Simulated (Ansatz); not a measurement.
## C4H8O2Si: molecular dynamics (part 1 of 3)

The run: molecular dynamics of C4H8O2Si, SMILES C[SiH2]COC=C=O. Method and program: RKS LDA/STO-3G (Ansatz 0.2.0).

It belongs to a series of runs on one base structure; here: dynamics from the start.

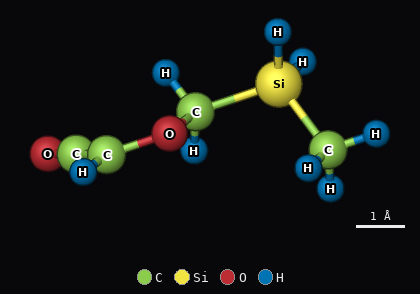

Fig. 1: The input geometry (ball-and-stick view, seen at a tilt). Bond lengths as drawn: C–C 1.34 Å, C–H 1.10 to 1.11 Å, C–O 1.23 to 1.47 Å, C–Si 1.86 to 1.88 Å and H–Si 1.45 Å.

Results in brief:

| quantity | value |
| --- | --- |
| outcome | finished |
| mean temperature over the second half | 663 K |
| trajectory | 272 steps, 136 fs |
| ensemble | nvt_langevin |
| temperature in the input | 700.0 K |
| time step | 0.5 fs |
| potential energy (last step) | −15945.8855 eV |
| mean-field energy (last step) | −15945.8855 eV |
| largest force (length of the vector) (last step) | 5.186 eV/Å |
| hardware | 1 thread of Arm Neoverse V1, 24 GiB of memory available, shared host |
| wall time | 12 min |
| peak memory | 0.1 GiB |

Notes:

So short a trajectory is not equilibrated. The logged temperature at the start can lie below the typed one, since it is counted over all degrees of freedom.

Input file:
```yaml
crystal:
  periodic: [false, false, false]
  atoms:
    - { symbol: C, position_ang: [0.235579, -2.087662, -1.304206] }
    - { symbol: Si, position_ang: [1.321753, -0.869114, -0.409891] }
    - { symbol: C, position_ang: [0.309747, 0.618621, 0.151582] }
    - { symbol: O, position_ang: [-0.74552, 0.146411, 1.06359] }
    - { symbol: C, position_ang: [-1.514529, 1.267742, 1.490756] }
    - { symbol: C, position_ang: [-1.303893, 2.537953, 1.125743] }
    - { symbol: O, position_ang: [-1.118051, 3.710709, 0.795264] }
    - { symbol: H, position_ang: [-0.203159, -1.641216, -2.20618] }
    - { symbol: H, position_ang: [-0.586923, -2.420499, -0.657337] }
    - { symbol: H, position_ang: [0.808015, -2.973921, -1.608952] }
    - { symbol: H, position_ang: [1.933525, -1.485713, 0.751456] }
    - { symbol: H, position_ang: [2.366378, -0.373386, -1.2868] }
    - { symbol: H, position_ang: [-0.145797, 1.142504, -0.72058] }
    - { symbol: H, position_ang: [0.955257, 1.367151, 0.667102] }
    - { symbol: H, position_ang: [-2.334182, 1.009822, 2.177953] }
basis:
  gaussian: { orbitals: STO-3G }
hamiltonian:
  xc: lda
md:
  timestep: 0.5
  n_steps: 272
  ensemble: nvt_langevin
  temperature: 700.0
  initial_velocities: maxwell_boltzmann
  seed: 530366
  friction: 0.05
```

Launch command:
```bash
ansatz run input.yaml --threads 1 --pin off --max-ram 2048MiB --backend cpu --events-out ev --progress --plain --runs-dir out
```

What the program printed:
```
Engine: ansatz 0.2.0, aarch64-unknown-linux-gnu
Functional definition: SPW92
  exchange = slater_x
  correlation = pw_c
698 factors; integrals over basis functions are off by at most 1.1e-5 eV
mean field evaluation 1: about -15945.7254 eV, gradient 2.1e1 eV
mean field evaluation 2: about -15943.2573 eV, gradient 3.7e1 eV
mean field evaluation 4: about -15947.0844 eV, gradient 2.9e0 eV
mean field evaluation 8: about -15946.9206 eV, gradient 5.1e-1 eV
mean field evaluation 16: about -15946.9215 eV, gradient 1.6e-5 eV
mean field -15946.92147975 eV, -586.0385551691 hartree, gradient 1.7e-5 eV, S^2 0.000000; 1 other end points of the search recorded, 0 dependent functions left out
the calculation of the forces begins
reference -15946.92150536 eV, -586.0385561102 hartree; 31, 31 occupied and 16, 16 virtual orbitals, 698 factors
md step     0: t =     0.00 fs  T =   653.3 K  F+E_penalty+E_count = -15946.92147975 eV  E_kin = 1.266748 eV  (39 SCF iters)
these checks for a lower state are left out or cut short: starts, cluster_reference, orbital_swaps, neighbouring_geometries, increment
698 factors; integrals over basis functions are off by at most 1.2e-5 eV
mean field -15946.90016222 eV, -586.0377717645 hartree, gradient 9.3e-6 eV, S^2 0.000000; 0 other end points of the search recorded, 0 dependent functions left out
the calculation of the forces begins
reference -15946.90018777 eV, -586.0377727035 hartree; 31, 31 occupied and 16, 16 virtual orbitals, 698 factors
md step     1: t =     0.50 fs  T =   578.5 K  F+E_penalty+E_count = -15946.90016222 eV  E_kin = 1.121668 eV  (30 SCF iters)
[... from here on the SCF iterations and repeated set-up lines of each step are left out, up to the last step ...]
md step     2: t =     1.00 fs  T =   594.7 K  F+E_penalty+E_count = -15946.84440226 eV  E_kin = 1.152982 eV  (31 SCF iters)
md step     3: t =     1.50 fs  T =   593.5 K  F+E_penalty+E_count = -15946.76668933 eV  E_kin = 1.150726 eV  (31 SCF iters)
md step     4: t =     2.00 fs  T =   573.4 K  F+E_penalty+E_count = -15946.68158445 eV  E_kin = 1.111824 eV  (30 SCF iters)
md step     5: t =     2.50 fs  T =   534.0 K  F+E_penalty+E_count = -15946.59297917 eV  E_kin = 1.035310 eV  (30 SCF iters)
md step     6: t =     3.00 fs  T =   544.7 K  F+E_penalty+E_count = -15946.49893943 eV  E_kin = 1.056141 eV  (31 SCF iters)
md step     7: t =     3.50 fs  T =   478.0 K  F+E_penalty+E_count = -15946.40138295 eV  E_kin = 0.926840 eV  (31 SCF iters)
md step     8: t =     4.00 fs  T =   474.7 K  F+E_penalty+E_count = -15946.30788701 eV  E_kin = 0.920353 eV  (32 SCF iters)
md step     9: t =     4.50 fs  T =   420.6 K  F+E_penalty+E_count = -15946.21811174 eV  E_kin = 0.815437 eV  (32 SCF iters)
md step    10: t =     5.00 fs  T =   373.6 K  F+E_penalty+E_count = -15946.15046946 eV  E_kin = 0.724283 eV  (31 SCF iters)
md step    11: t =     5.50 fs  T =   362.6 K  F+E_penalty+E_count = -15946.10598466 eV  E_kin = 0.703104 eV  (32 SCF iters)
md step    12: t =     6.00 fs  T =   351.6 K  F+E_penalty+E_count = -15946.07498055 eV  E_kin = 0.681808 eV  (32 SCF iters)
md step    13: t =     6.50 fs  T =   383.2 K  F+E_penalty+E_count = -15946.06037806 eV  E_kin = 0.742938 eV  (31 SCF iters)
md step    14: t =     7.00 fs  T =   420.1 K  F+E_penalty+E_count = -15946.06618100 eV  E_kin = 0.814600 eV  (32 SCF iters)
md step    15: t =     7.50 fs  T =   423.3 K  F+E_penalty+E_count = -15946.09278565 eV  E_kin = 0.820646 eV  (32 SCF iters)
md step    16: t =     8.00 fs  T =   466.7 K  F+E_penalty+E_count = -15946.11993824 eV  E_kin = 0.904873 eV  (32 SCF iters)
md step    17: t =     8.50 fs  T =   524.3 K  F+E_penalty+E_count = -15946.13669188 eV  E_kin = 1.016542 eV  (32 SCF iters)
md step    18: t =     9.00 fs  T =   539.9 K  F+E_penalty+E_count = -15946.13560497 eV  E_kin = 1.046847 eV  (31 SCF iters)
md step    19: t =     9.50 fs  T =   592.6 K  F+E_penalty+E_count = -15946.12278877 eV  E_kin = 1.149056 eV  (31 SCF iters)
md step    20: t =    10.00 fs  T =   546.0 K  F+E_penalty+E_count = -15946.11281366 eV  E_kin = 1.058623 eV  (32 SCF iters)
md step    21: t =    10.50 fs  T =   571.7 K  F+E_penalty+E_count = -15946.11353464 eV  E_kin = 1.108519 eV  (31 SCF iters)
md step    22: t =    11.00 fs  T =   562.2 K  F+E_penalty+E_count = -15946.11695209 eV  E_kin = 1.090100 eV  (32 SCF iters)
md step    23: t =    11.50 fs  T =   583.5 K  F+E_penalty+E_count = -15946.11425907 eV  E_kin = 1.131313 eV  (32 SCF iters)
md step    24: t =    12.00 fs  T =   615.8 K  F+E_penalty+E_count = -15946.09735142 eV  E_kin = 1.193925 eV  (40 SCF iters)
md step    25: t =    12.50 fs  T =   483.2 K  F+E_penalty+E_count = -15946.06460287 eV  E_kin = 0.936960 eV  (30 SCF iters)
md step    26: t =    13.00 fs  T =   467.7 K  F+E_penalty+E_count = -15946.03985523 eV  E_kin = 0.906843 eV  (31 SCF iters)
md step    27: t =    13.50 fs  T =   483.5 K  F+E_penalty+E_count = -15946.02920802 eV  E_kin = 0.937409 eV  (31 SCF iters)
md step    28: t =    14.00 fs  T =   438.5 K  F+E_penalty+E_count = -15946.02526080 eV  E_kin = 0.850239 eV  (32 SCF iters)
md step    29: t =    14.50 fs  T =   423.8 K  F+E_penalty+E_count = -15946.03155617 eV  E_kin = 0.821710 eV  (31 SCF iters)
md step    30: t =    15.00 fs  T =   506.0 K  F+E_penalty+E_count = -15946.07302405 eV  E_kin = 0.981063 eV  (31 SCF iters)
md step    31: t =    15.50 fs  T =   552.3 K  F+E_penalty+E_count = -15946.15554673 eV  E_kin = 1.070768 eV  (31 SCF iters)
md step    32: t =    16.00 fs  T =   622.2 K  F+E_penalty+E_count = -15946.24433771 eV  E_kin = 1.206393 eV  (31 SCF iters)
md step    33: t =    16.50 fs  T =   705.7 K  F+E_penalty+E_count = -15946.32622586 eV  E_kin = 1.368252 eV  (31 SCF iters)
md step    34: t =    17.00 fs  T =   822.3 K  F+E_penalty+E_count = -15946.38224057 eV  E_kin = 1.594269 eV  (31 SCF iters)
md step    35: t =    17.50 fs  T =   776.7 K  F+E_penalty+E_count = -15946.37016704 eV  E_kin = 1.505990 eV  (29 SCF iters)
md step    36: t =    18.00 fs  T =   679.0 K  F+E_penalty+E_count = -15946.28540478 eV  E_kin = 1.316427 eV  (30 SCF iters)
md step    37: t =    18.50 fs  T =   615.3 K  F+E_penalty+E_count = -15946.15439604 eV  E_kin = 1.192990 eV  (30 SCF iters)
md step    38: t =    19.00 fs  T =   549.8 K  F+E_penalty+E_count = -15946.00135370 eV  E_kin = 1.065968 eV  (30 SCF iters)
md step    39: t =    19.50 fs  T =   407.7 K  F+E_penalty+E_count = -15945.88073739 eV  E_kin = 0.790570 eV  (31 SCF iters)
md step    40: t =    20.00 fs  T =   381.8 K  F+E_penalty+E_count = -15945.82886393 eV  E_kin = 0.740204 eV  (30 SCF iters)
md step    41: t =    20.50 fs  T =   364.0 K  F+E_penalty+E_count = -15945.83718744 eV  E_kin = 0.705755 eV  (30 SCF iters)
md step    42: t =    21.00 fs  T =   352.9 K  F+E_penalty+E_count = -15945.87953276 eV  E_kin = 0.684183 eV  (30 SCF iters)
md step    43: t =    21.50 fs  T =   419.2 K  F+E_penalty+E_count = -15945.91308998 eV  E_kin = 0.812751 eV  (30 SCF iters)
md step    44: t =    22.00 fs  T =   437.6 K  F+E_penalty+E_count = -15945.92349020 eV  E_kin = 0.848543 eV  (30 SCF iters)
md step    45: t =    22.50 fs  T =   427.3 K  F+E_penalty+E_count = -15945.93004529 eV  E_kin = 0.828433 eV  (31 SCF iters)
md step    46: t =    23.00 fs  T =   457.1 K  F+E_penalty+E_count = -15945.95738495 eV  E_kin = 0.886350 eV  (32 SCF iters)
md step    47: t =    23.50 fs  T =   514.0 K  F+E_penalty+E_count = -15946.00175816 eV  E_kin = 0.996564 eV  (31 SCF iters)
md step    48: t =    24.00 fs  T =   503.7 K  F+E_penalty+E_count = -15946.04237635 eV  E_kin = 0.976552 eV  (31 SCF iters)
md step    49: t =    24.50 fs  T =   491.0 K  F+E_penalty+E_count = -15946.07030967 eV  E_kin = 0.952082 eV  (30 SCF iters)
md step    50: t =    25.00 fs  T =   455.0 K  F+E_penalty+E_count = -15946.08707416 eV  E_kin = 0.882133 eV  (31 SCF iters)
md step    51: t =    25.50 fs  T =   499.2 K  F+E_penalty+E_count = -15946.09800298 eV  E_kin = 0.967928 eV  (28 SCF iters)
md step    52: t =    26.00 fs  T =   574.0 K  F+E_penalty+E_count = -15946.10470497 eV  E_kin = 1.112950 eV  (31 SCF iters)
md step    53: t =    26.50 fs  T =   527.7 K  F+E_penalty+E_count = -15946.10233872 eV  E_kin = 1.023120 eV  (32 SCF iters)
md step    54: t =    27.00 fs  T =   599.3 K  F+E_penalty+E_count = -15946.10606012 eV  E_kin = 1.162052 eV  (32 SCF iters)
md step    55: t =    27.50 fs  T =   611.0 K  F+E_penalty+E_count = -15946.13299650 eV  E_kin = 1.184605 eV  (31 SCF iters)
md step    56: t =    28.00 fs  T =   539.8 K  F+E_penalty+E_count = -15946.17820874 eV  E_kin = 1.046565 eV  (31 SCF iters)
md step    57: t =    28.50 fs  T =   550.5 K  F+E_penalty+E_count = -15946.24749341 eV  E_kin = 1.067390 eV  (31 SCF iters)
md step    58: t =    29.00 fs  T =   558.1 K  F+E_penalty+E_count = -15946.32453536 eV  E_kin = 1.082121 eV  (31 SCF iters)
md step    59: t =    29.50 fs  T =   632.9 K  F+E_penalty+E_count = -15946.38717700 eV  E_kin = 1.227099 eV  (31 SCF iters)
md step    60: t =    30.00 fs  T =   627.4 K  F+E_penalty+E_count = -15946.43752576 eV  E_kin = 1.216369 eV  (31 SCF iters)
md step    61: t =    30.50 fs  T =   694.9 K  F+E_penalty+E_count = -15946.46772387 eV  E_kin = 1.347433 eV  (32 SCF iters)
md step    62: t =    31.00 fs  T =   668.4 K  F+E_penalty+E_count = -15946.46613896 eV  E_kin = 1.295945 eV  (31 SCF iters)
md step    63: t =    31.50 fs  T =   657.4 K  F+E_penalty+E_count = -15946.42882872 eV  E_kin = 1.274584 eV  (31 SCF iters)
md step    64: t =    32.00 fs  T =   696.0 K  F+E_penalty+E_count = -15946.34466024 eV  E_kin = 1.349556 eV  (32 SCF iters)
md step    65: t =    32.50 fs  T =   568.8 K  F+E_penalty+E_count = -15946.22712987 eV  E_kin = 1.102832 eV  (32 SCF iters)
md step    66: t =    33.00 fs  T =   537.0 K  F+E_penalty+E_count = -15946.09519706 eV  E_kin = 1.041246 eV  (32 SCF iters)
md step    67: t =    33.50 fs  T =   557.2 K  F+E_penalty+E_count = -15945.96537277 eV  E_kin = 1.080337 eV  (32 SCF iters)
md step    68: t =    34.00 fs  T =   515.3 K  F+E_penalty+E_count = -15945.85912073 eV  E_kin = 0.999169 eV  (32 SCF iters)
md step    69: t =    34.50 fs  T =   431.5 K  F+E_penalty+E_count = -15945.79332611 eV  E_kin = 0.836674 eV  (39 SCF iters)
md step    70: t =    35.00 fs  T =   415.0 K  F+E_penalty+E_count = -15945.78757601 eV  E_kin = 0.804725 eV  (32 SCF iters)
md step    71: t =    35.50 fs  T =   497.3 K  F+E_penalty+E_count = -15945.83564923 eV  E_kin = 0.964151 eV  (32 SCF iters)
md step    72: t =    36.00 fs  T =   512.0 K  F+E_penalty+E_count = -15945.91638232 eV  E_kin = 0.992701 eV  (32 SCF iters)
md step    73: t =    36.50 fs  T =   515.5 K  F+E_penalty+E_count = -15946.02006150 eV  E_kin = 0.999549 eV  (32 SCF iters)
md step    74: t =    37.00 fs  T =   562.2 K  F+E_penalty+E_count = -15946.12183596 eV  E_kin = 1.090078 eV  (32 SCF iters)
md step    75: t =    37.50 fs  T =   635.4 K  F+E_penalty+E_count = -15946.20737309 eV  E_kin = 1.231984 eV  (32 SCF iters)
md step    76: t =    38.00 fs  T =   634.7 K  F+E_penalty+E_count = -15946.26191901 eV  E_kin = 1.230698 eV  (32 SCF iters)
md step    77: t =    38.50 fs  T =   637.2 K  F+E_penalty+E_count = -15946.28231175 eV  E_kin = 1.235393 eV  (31 SCF iters)
md step    78: t =    39.00 fs  T =   581.0 K  F+E_penalty+E_count = -15946.28527444 eV  E_kin = 1.126591 eV  (32 SCF iters)
md step    79: t =    39.50 fs  T =   592.3 K  F+E_penalty+E_count = -15946.28806041 eV  E_kin = 1.148427 eV  (32 SCF iters)
md step    80: t =    40.00 fs  T =   586.5 K  F+E_penalty+E_count = -15946.30315553 eV  E_kin = 1.137088 eV  (32 SCF iters)
md step    81: t =    40.50 fs  T =   608.7 K  F+E_penalty+E_count = -15946.31594498 eV  E_kin = 1.180213 eV  (32 SCF iters)
md step    82: t =    41.00 fs  T =   589.6 K  F+E_penalty+E_count = -15946.29840686 eV  E_kin = 1.143181 eV  (32 SCF iters)
md step    83: t =    41.50 fs  T =   604.3 K  F+E_penalty+E_count = -15946.24486694 eV  E_kin = 1.171636 eV  (32 SCF iters)
md step    84: t =    42.00 fs  T =   548.0 K  F+E_penalty+E_count = -15946.14866272 eV  E_kin = 1.062434 eV  (32 SCF iters)
md step    85: t =    42.50 fs  T =   494.8 K  F+E_penalty+E_count = -15946.03893553 eV  E_kin = 0.959376 eV  (32 SCF iters)
md step    86: t =    43.00 fs  T =   495.9 K  F+E_penalty+E_count = -15945.93680826 eV  E_kin = 0.961505 eV  (32 SCF iters)
md step    87: t =    43.50 fs  T =   421.5 K  F+E_penalty+E_count = -15945.85411567 eV  E_kin = 0.817225 eV  (31 SCF iters)
md step    88: t =    44.00 fs  T =   377.4 K  F+E_penalty+E_count = -15945.80935018 eV  E_kin = 0.731805 eV  (32 SCF iters)
md step    89: t =    44.50 fs  T =   402.1 K  F+E_penalty+E_count = -15945.82061174 eV  E_kin = 0.779559 eV  (32 SCF iters)
md step    90: t =    45.00 fs  T =   450.0 K  F+E_penalty+E_count = -15945.88803762 eV  E_kin = 0.872569 eV  (31 SCF iters)
md step    91: t =    45.50 fs  T =   476.8 K  F+E_penalty+E_count = -15945.98745140 eV  E_kin = 0.924523 eV  (32 SCF iters)
md step    92: t =    46.00 fs  T =   526.9 K  F+E_penalty+E_count = -15946.10096168 eV  E_kin = 1.021689 eV  (31 SCF iters)
md step    93: t =    46.50 fs  T =   524.4 K  F+E_penalty+E_count = -15946.20432684 eV  E_kin = 1.016817 eV  (32 SCF iters)
md step    94: t =    47.00 fs  T =   553.9 K  F+E_penalty+E_count = -15946.28088208 eV  E_kin = 1.073895 eV  (39 SCF iters)
md step    95: t =    47.50 fs  T =   573.2 K  F+E_penalty+E_count = -15946.31112049 eV  E_kin = 1.111411 eV  (31 SCF iters)
md step    96: t =    48.00 fs  T =   528.9 K  F+E_penalty+E_count = -15946.27985238 eV  E_kin = 1.025519 eV  (32 SCF iters)
md step    97: t =    48.50 fs  T =   507.8 K  F+E_penalty+E_count = -15946.20658002 eV  E_kin = 0.984651 eV  (32 SCF iters)
md step    98: t =    49.00 fs  T =   488.3 K  F+E_penalty+E_count = -15946.12716892 eV  E_kin = 0.946686 eV  (32 SCF iters)
md step    99: t =    49.50 fs  T =   402.1 K  F+E_penalty+E_count = -15946.07567410 eV  E_kin = 0.779723 eV  (32 SCF iters)
md step   100: t =    50.00 fs  T =   435.1 K  F+E_penalty+E_count = -15946.05660574 eV  E_kin = 0.843607 eV  (32 SCF iters)
md step   101: t =    50.50 fs  T =   459.4 K  F+E_penalty+E_count = -15946.07561630 eV  E_kin = 0.890712 eV  (31 SCF iters)
md step   102: t =    51.00 fs  T =   482.0 K  F+E_penalty+E_count = -15946.11297401 eV  E_kin = 0.934618 eV  (31 SCF iters)
md step   103: t =    51.50 fs  T =   442.2 K  F+E_penalty+E_count = -15946.13554895 eV  E_kin = 0.857433 eV  (31 SCF iters)
md step   104: t =    52.00 fs  T =   422.2 K  F+E_penalty+E_count = -15946.14304172 eV  E_kin = 0.818669 eV  (31 SCF iters)
md step   105: t =    52.50 fs  T =   398.0 K  F+E_penalty+E_count = -15946.13196449 eV  E_kin = 0.771691 eV  (31 SCF iters)
md step   106: t =    53.00 fs  T =   418.9 K  F+E_penalty+E_count = -15946.09835073 eV  E_kin = 0.812167 eV  (31 SCF iters)
md step   107: t =    53.50 fs  T =   385.2 K  F+E_penalty+E_count = -15946.04708185 eV  E_kin = 0.746793 eV  (31 SCF iters)
md step   108: t =    54.00 fs  T =   345.7 K  F+E_penalty+E_count = -15945.99708996 eV  E_kin = 0.670349 eV  (32 SCF iters)
md step   109: t =    54.50 fs  T =   353.0 K  F+E_penalty+E_count = -15945.96378894 eV  E_kin = 0.684353 eV  (32 SCF iters)
md step   110: t =    55.00 fs  T =   298.7 K  F+E_penalty+E_count = -15945.95595335 eV  E_kin = 0.579131 eV  (32 SCF iters)
md step   111: t =    55.50 fs  T =   271.9 K  F+E_penalty+E_count = -15945.97711616 eV  E_kin = 0.527208 eV  (31 SCF iters)
md step   112: t =    56.00 fs  T =   334.3 K  F+E_penalty+E_count = -15946.02944038 eV  E_kin = 0.648162 eV  (32 SCF iters)
md step   113: t =    56.50 fs  T =   361.2 K  F+E_penalty+E_count = -15946.08933465 eV  E_kin = 0.700409 eV  (32 SCF iters)
```
